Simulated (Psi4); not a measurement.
**COF2 (carbonyl fluoride): B3LYP/cc-pVDZ (sweep point 1)**

What is the vertical electron affinity of COF2 (carbonyl fluoride) at B3LYP/cc-pVDZ (sweep point 1)? 

The results are computed with Psi4 1.11.

**1. Starting point**

COF2: 4 atoms, total charge 0, spin state singlet. As SMILES, `O=C(F)F`. The coordinates come from a GFN2-xTB relaxation.

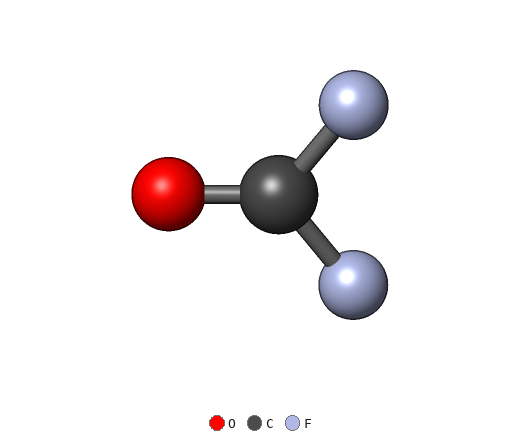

The structure, seen from a chosen angle (oxygen red, carbon dark grey, fluorine light blue).

**2. The energy at B3LYP/cc-pVDZ (sweep point 1)**

Input file cf2o.inp:

```
memory 1600 MB

molecule {
  0 1
  O     -1.243810    -0.157330     0.153910
  C     -0.102510    -0.013170     0.012900
  F      0.851050    -0.823360     0.422470
  F      0.495270     0.993860    -0.589280
  units angstrom
  symmetry c1
}

set {
  puream               true
  scf_type             pk
  dft_radial_points    99
  dft_spherical_points 590
}

e, wfn = energy("b3lyp/cc-pVDZ", return_wfn=True)
```

Command:

```
$ psi4 -i cf2o.inp -o cf2o.out -n 1
```

cf2o.out, cut to the lines that bear on the results:

```text
[...]
  Running in c1 symmetry.
[...]
  Nuclear repulsion =  120.047493605645485
[...]
  Multiplicity = 1
[...]
  Nalpha       = 16
  Nbeta        = 16
[...]
    Number of basis functions: 56
[...]
   @RKS iter   1:  -312.88165609101316   -8.72077e-02   1.16681e-02 DIIS/ADIIS
[...]
   @RKS iter   8:  -313.03083549918102   -2.42076e-08   4.86939e-07 DIIS
[...]
    Orbital Energies [Eh]
    ---------------------
    Doubly Occupied:
       1A    -24.768130     2A    -24.767915     3A    -19.192109
       4A    -10.443266     5A     -1.337330     6A     -1.263209
       7A     -1.124448     8A     -0.690450     9A     -0.621028
      10A     -0.575510    11A     -0.544718    12A     -0.474215
      13A     -0.473509    14A     -0.452059    15A     -0.402977
      16A     -0.358124
[...]
  @RKS Final Energy:  -313.03083549918102
   => Energetics <=
    Nuclear Repulsion Energy =            120.0474936056454851
    One-Electron Energy =                -670.9018316933462529
    Two-Electron Energy =                 266.0865957097671526
    DFT Exchange-Correlation Energy =     -28.2630931212474188
    Empirical Dispersion Energy =           0.0000000000000000
    VV10 Nonlocal Energy =                  0.0000000000000000
    Total Energy =                       -313.0308354991810234
[...]
 Multipole Moments:
 ------------------------------------------------------------------------------------
     Multipole            Electronic (a.u.)      Nuclear  (a.u.)        Total (a.u.)
 ------------------------------------------------------------------------------------
 L = 1.  Multiply by 2.5417464519 to convert [e a0] to [Debye]
 Dipole X            :          1.5047250           -1.1490408            0.3556842
 Dipole Y            :          0.1896895           -0.1454939            0.0441956
 Dipole Z            :         -0.1857723            0.1423434           -0.0434289
 Magnitude           :                                                    0.3610410
[...]
```

Wall time 3.9 s (1 thread of Intel Xeon 6975P-C (Granite Rapids), shared host); peak memory 0.6 GiB.

**3. The doublet anion, same level**

Input file cf2o.inp:

```
memory 1.6 GB

molecule m {
  -1 2
  O     -1.243810    -0.157330     0.153910
  C     -0.102510    -0.013170     0.012900
  F      0.851050    -0.823360     0.422470
  F      0.495270     0.993860    -0.589280
  units angstrom
  symmetry c1
}

set basis cc-pVDZ
set reference uks
set puream true
set scf_type pk
set dft_radial_points 99
set dft_spherical_points 590
set maxiter 150

energy("b3lyp")
```

Command:

```
$ psi4 -n 1 cf2o.inp cf2o.out
```

cf2o.out, cut to the lines that bear on the results:

```text
[...]
  Running in c1 symmetry.
[...]
  Nuclear repulsion =  120.047493605645485
[...]
  Multiplicity = 2
[...]
  Nalpha       = 17
  Nbeta        = 16
[...]
    Number of basis functions: 56
[...]
   @UKS iter   1:  -312.70097376197816    9.34746e-02   1.35245e-02 ADIIS/DIIS
[...]
   @UKS iter   8:  -312.91430910879041   -9.09741e-08   8.13996e-07 DIIS
[...]
   @S^2 Observed:                7.529700879E-01
[...]
    Orbital Energies [Eh]
    ---------------------
    Alpha Occupied:
       1A    -24.431282     2A    -24.431109     3A    -18.796247
       4A    -10.001726     5A     -1.001778     6A     -0.934378
       7A     -0.750766     8A     -0.366509     9A     -0.290530
      10A     -0.253575    11A     -0.214146    12A     -0.163454
      13A     -0.136093    14A     -0.135746    15A     -0.073438
      16A     -0.009517    17A      0.244533
    Alpha Virtual:
      18A      0.406067    19A      0.571608    20A      0.602859
      21A      0.698076    22A      0.738483    23A      0.763831
      24A      1.007470    25A      1.146228    26A      1.260279
[...]
  @UKS Final Energy:  -312.91430910879041
   => Energetics <=
    Nuclear Repulsion Energy =            120.0474936056454851
    One-Electron Energy =                -681.8282152537193497
    Two-Electron Energy =                 277.5173700871915798
    DFT Exchange-Correlation Energy =     -28.6509575479081242
    Empirical Dispersion Energy =           0.0000000000000000
    VV10 Nonlocal Energy =                  0.0000000000000000
    Total Energy =                       -312.9143091087904054
[...]
 Multipole Moments:
 ------------------------------------------------------------------------------------
     Multipole            Electronic (a.u.)      Nuclear  (a.u.)        Total (a.u.)
 ------------------------------------------------------------------------------------
 L = 1.  Multiply by 2.5417464519 to convert [e a0] to [Debye]
 Dipole X            :          2.0761086           -1.1490408            0.9270678
 Dipole Y            :          0.2619238           -0.1454939            0.1164299
 Dipole Z            :         -0.2571214            0.1423434           -0.1147781
 Magnitude           :                                                    0.9413738
[...]
```

It took 5.4 s on 1 thread of Intel Xeon 6975P-C (Granite Rapids), shared host; peak memory 0.59 GiB.

**4. What came out**

At B3LYP/cc-pVDZ (sweep point 1):

| quantity | value |
| --- | --- |
| singlet COF2: total energy | -313.03084 Eh |
| singlet COF2: dipole moment | 0.92 D |
| singlet COF2: HOMO energy | -9.75 eV |
| singlet COF2: LUMO energy | -0.28 eV |
| singlet COF2: HOMO–LUMO gap | 9.47 eV |
| doublet anion: total energy | -312.91431 Eh |
| doublet anion: HOMO energy (highest over α and β) | 6.65 eV |
| doublet anion: LUMO energy (lowest over α and β) | 10.47 eV |
| doublet anion: ⟨S²⟩ | 0.753 |
| vertical electron affinity (to the doublet anion) | -3.171 eV |

What this shows: The anion lies 3.17 eV (73 kcal/mol) above the neutral: the electron isn't bound at this level, and such a value depends on the basis. Without diffuse functions anions come out too high. The HOMO (doublet anion) lies at positive energy, 6.65 eV; only total energies tell whether the electron is bound.
